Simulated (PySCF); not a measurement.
# C6H7N2S+: magnetic properties

What do calculations give for the magnetic properties of C6H7N2S+ (`C=C1CC[n+]2nscc21`)?

Computed with PySCF 2.14.0 and routines of our own; the level stands in each step. Atoms count from 0.

### 1 The system as given

16 atoms, charge 1, multiplicity 1; geometry from: GFN2-xTB.

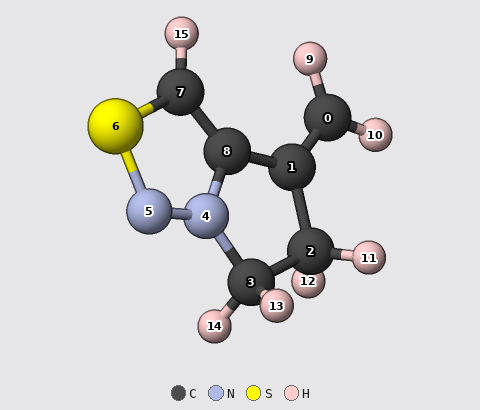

The starting geometry (carbon dark grey, nitrogen light blue, sulfur yellow, hydrogen pink).

### 2 Magnetic properties: GIAO CAM-B3LYP/pcSseg-1

Job settings and geometry (Å):

```
{"job": {"kind": "mag", "xc": "CAM-B3LYP", "basis": "pcSseg-1", "isotopologues": 0}, "charge": 1, "multiplicity": 1}
C     -1.228738     1.880865    -0.302833
C     -0.669637     0.686293    -0.142031
C     -1.369136    -0.658753    -0.127673
C     -0.270357    -1.706816     0.124474
N      0.933519    -0.920466     0.193420
N      2.136194    -1.327513     0.372602
S      3.167990    -0.102578     0.388617
C      1.943052     1.067401     0.140853
C      0.738432     0.413851     0.053411
H     -0.648888     2.786693    -0.298339
H     -2.290266     1.983271    -0.443272
H     -1.872455    -0.831107    -1.079566
H     -2.132353    -0.683474     0.650197
H     -0.184500    -2.444137    -0.677445
H     -0.404436    -2.251528     1.062746
H      2.143980     2.116942     0.073428
```

Method: GIAO CAM-B3LYP/pcSseg-1 magnetisability, rotational g tensor and spin-rotation constants, non-relativistic, gas phase.

Command:

```bash
$ OMP_NUM_THREADS=1 python excited_run.py task.json out
```

This one command runs all jobs of the session in turn.

The program printed:

```text
coarse grid: 14608 points
cycle   1  E = -739.8442127681  dE =  2.564e+00  |g| = 5.845e-01  |ddm| = 4.142e+00
cycle   2  E = -739.8128259231  dE =  3.139e-02  |g| = 7.479e-01  |ddm| = 1.445e+00
cycle   3  E = -739.9309962656  dE = -1.182e-01  |g| = 1.169e-01  |ddm| = 6.929e-01
cycle   4  E = -739.9336329624  dE = -2.637e-03  |g| = 5.267e-02  |ddm| = 1.659e-01
cycle   5  E = -739.9342739329  dE = -6.410e-04  |g| = 1.700e-02  |ddm| = 6.145e-02
cycle   6  E = -739.9343346417  dE = -6.071e-05  |g| = 5.289e-03  |ddm| = 1.717e-02
cycle   7  E = -739.9343420135  dE = -7.372e-06  |g| = 2.604e-03  |ddm| = 7.197e-03
final grid: 138584 points
cycle   8  E = -740.0061312122  dE = -3.313e-05  |g| = 5.590e-03  |ddm| = 3.110e-02
cycle   9  E = -740.0061260195  dE =  5.193e-06  |g| = 7.576e-03  |ddm| = 1.116e-02
cycle  10  E = -740.0061386878  dE = -1.267e-05  |g| = 1.189e-03  |ddm| = 7.079e-03
cycle  11  E = -740.0061389958  dE = -3.081e-07  |g| = 2.511e-04  |ddm| = 1.009e-03
cycle  12  E = -740.0061390101  dE = -1.424e-08  |g| = 1.316e-04  |ddm| = 3.543e-04
cycle  13  E = -740.0061390144  dE = -4.356e-09  |g| = 5.511e-05  |ddm| = 1.581e-04
cycle  14  E = -740.0061390153  dE = -8.283e-10  |g| = 1.720e-05  |ddm| = 5.974e-05
converged SCF energy = -740.0061390153

Magnetisability tensor (1e-30 J/T^2)
     -926.78       29.84      100.79
       29.84    -1038.95      -60.30
      100.79      -60.30    -1778.87
isotropic -1248.20   principal values   -1795.94  -1037.80   -910.87
isotropic susceptibility -75.168 1e-6 cm^3/mol

Inertial axes            a          b          c
rot. const./GHz      3.0329     1.2300     0.8847
chi total           -55.688    -61.664   -108.153
chi diamagnetic    -510.431  -1034.851  -1416.741
chi paramagnetic    454.743    973.187   1308.588
quadrupole/D A       13.730      4.126    -17.857
g nuclear            0.6001     0.5497     0.5595
g electronic        -0.6479    -0.5624    -0.5439
g total             -0.0478    -0.0127     0.0156

Spin-rotation constants (kHz, H = +C I.J)
atom  isotope        aa         bb         cc
  4    14N        0.594      0.252      0.090
  5    14N        1.125      0.288      0.043
  9     1H       -0.228      0.071     -0.117
 10     1H        0.296     -0.148     -0.116
 11     1H       -0.184     -0.142     -0.023
 12     1H       -0.162     -0.141     -0.031
 13     1H       -0.370     -0.055     -0.023
 14     1H       -0.371     -0.064     -0.016
 15     1H       -0.343      0.134     -0.119
  0    13C*       1.359      0.498      0.104
  1    13C*       1.352      0.441      0.139
  2    13C*       0.504      0.159      0.179
  3    13C*       0.516      0.236      0.192
  6    33S*       1.924      0.605      0.367
  7    13C*       1.236      0.605      0.123
  8    13C*       1.376      0.546      0.192
* in the singly substituted isotopologue
```

Run time: 52 s. Hardware: 1 thread of Arm Neoverse V1, shared host; peak memory 0.99 GiB.

From this job:

| quantity | value |
| --- | --- |
| magnetisability | -1248·10⁻³⁰ J/T² |
| molar susceptibility | -75.2·10⁻⁶ cm³/mol |
| rotational g (a, b, c) | -0.0478, -0.0127, 0.0156 |

### 3 Magnetic properties: GIAO KT2/pcSseg-1

Settings changed since step 2:

```diff
@@ -1,2 +1,2 @@
-{"job": {"kind": "mag", "xc": "CAM-B3LYP", "basis": "pcSseg-1", "isotopologues": 0}, "charge": 1, "multiplicity": 1}
+{"job": {"kind": "mag", "xc": "KT2", "basis": "pcSseg-1"}, "charge": 1, "multiplicity": 1}
 C     -1.228738     1.880865    -0.302833
```

Method: GIAO KT2/pcSseg-1 magnetisability, rotational g tensor and spin-rotation constants, non-relativistic, gas phase.

The program printed:

```text
coarse grid: 14608 points
cycle   1  E = -749.1862586334  dE =  1.921e+00  |g| = 5.409e-01  |ddm| = 4.265e+00
cycle   2  E = -748.2681281176  dE =  9.181e-01  |g| = 1.725e+00  |ddm| = 2.386e+00
cycle   3  E = -749.2048623030  dE = -9.367e-01  |g| = 4.746e-01  |ddm| = 2.088e+00
cycle   4  E = -749.2554358434  dE = -5.057e-02  |g| = 1.755e-01  |ddm| = 5.995e-01
cycle   5  E = -749.2607893186  dE = -5.353e-03  |g| = 9.645e-02  |ddm| = 2.420e-01
cycle   6  E = -749.2630791849  dE = -2.290e-03  |g| = 3.284e-02  |ddm| = 1.206e-01
cycle   7  E = -749.2633508595  dE = -2.717e-04  |g| = 1.184e-02  |ddm| = 4.630e-02
cycle   8  E = -749.2633846349  dE = -3.378e-05  |g| = 3.126e-03  |ddm| = 1.355e-02
cycle   9  E = -749.2633868604  dE = -2.226e-06  |g| = 1.413e-03  |ddm| = 4.972e-03
final grid: 138584 points
cycle  10  E = -749.2723456649  dE = -3.031e-04  |g| = 2.155e-02  |ddm| = 9.841e-02
cycle  11  E = -749.2719117818  dE =  4.339e-04  |g| = 4.436e-02  |ddm| = 6.292e-02
cycle  12  E = -749.2724177835  dE = -5.060e-04  |g| = 1.095e-02  |ddm| = 5.598e-02
cycle  13  E = -749.2724470128  dE = -2.923e-05  |g| = 3.108e-03  |ddm| = 1.154e-02
cycle  14  E = -749.2724492612  dE = -2.248e-06  |g| = 1.501e-03  |ddm| = 4.387e-03
cycle  15  E = -749.2724497958  dE = -5.346e-07  |g| = 4.330e-04  |ddm| = 1.552e-03
cycle  16  E = -749.2724498397  dE = -4.392e-08  |g| = 9.287e-05  |ddm| = 5.001e-04
cycle  17  E = -749.2724498413  dE = -1.627e-09  |g| = 4.832e-05  |ddm| = 1.287e-04
cycle  18  E = -749.2724498419  dE = -5.257e-10  |g| = 1.392e-05  |ddm| = 4.720e-05
converged SCF energy = -749.2724498419

Magnetisability tensor (1e-30 J/T^2)
     -927.54       24.96       90.46
       24.96    -1022.28      -54.91
       90.46      -54.91    -1695.01
isotropic -1214.94   principal values   -1710.32  -1020.75   -913.76
isotropic susceptibility -73.166 1e-6 cm^3/mol

Inertial axes            a          b          c
rot. const./GHz      3.0329     1.2300     0.8847
chi total           -55.706    -60.793   -102.997
chi diamagnetic    -509.437  -1033.608  -1414.957
chi paramagnetic    453.731    972.815   1311.959
quadrupole/D A       14.319      4.292    -18.611
g nuclear            0.6001     0.5497     0.5595
g electronic        -0.6465    -0.5622    -0.5453
g total             -0.0464    -0.0125     0.0142

Spin-rotation constants (kHz, H = +C I.J)
atom  isotope        aa         bb         cc
  4    14N        0.544      0.232      0.095
  5    14N        0.944      0.256      0.044
  9     1H       -0.225      0.070     -0.117
 10     1H        0.289     -0.144     -0.116
 11     1H       -0.181     -0.141     -0.020
 12     1H       -0.158     -0.140     -0.028
 13     1H       -0.365     -0.054     -0.022
 14     1H       -0.366     -0.063     -0.015
 15     1H       -0.335      0.129     -0.119
  0    13C*       1.249      0.467      0.107
  1    13C*       1.248      0.421      0.139
  2    13C*       0.515      0.164      0.186
  3    13C*       0.522      0.240      0.188
  6    33S*       1.715      0.554      0.361
  7    13C*       1.133      0.541      0.121
  8    13C*       1.263      0.507      0.196
* in the singly substituted isotopologue
```

Run time: 57 s. Hardware: 1 thread of Arm Neoverse V1, shared host; peak memory 0.76 GiB.

From this job:

| quantity | value |
| --- | --- |
| magnetisability | -1215·10⁻³⁰ J/T² |
| molar susceptibility | -73.2·10⁻⁶ cm³/mol |
| rotational g (a, b, c) | -0.0464, -0.0125, 0.0142 |

### 4 The levels compared

| level | ξ (10⁻³⁰ J/T²) | g(a) | g(b) | gap (eV) | functions | time |
| --- | --- | --- | --- | --- | --- | --- |
| GIAO CAM-B3LYP/pcSseg-1 | -1248 | -0.0478 | -0.0127 | 6.89 | 195 | 52 s |
| GIAO KT2/pcSseg-1 | -1215 | -0.0464 | -0.0125 | 2.77 | 195 | 57 s |

### 5 Results

| quantity | value |
| --- | --- |
| magnetisability (step 2, GIAO CAM-B3LYP/pcSseg-1) | -1248·10⁻³⁰ J/T² |
| molar susceptibility (step 2, GIAO CAM-B3LYP/pcSseg-1) | -75.2·10⁻⁶ cm³/mol |
| rotational g (a, b, c) (step 2, GIAO CAM-B3LYP/pcSseg-1) | -0.0478, -0.0127, 0.0156 |
| magnetisability over the levels | -1248 to -1215·10⁻³⁰ J/T² |

**Reading.** For an ion, the motion of the centre of mass in the field is left out. The magnetisability spreads by 2.7 % over 2 levels of like cost. Two levels can agree by chance, so this spread shows no convergence. Vibrational averaging and real surroundings are missing from these values.
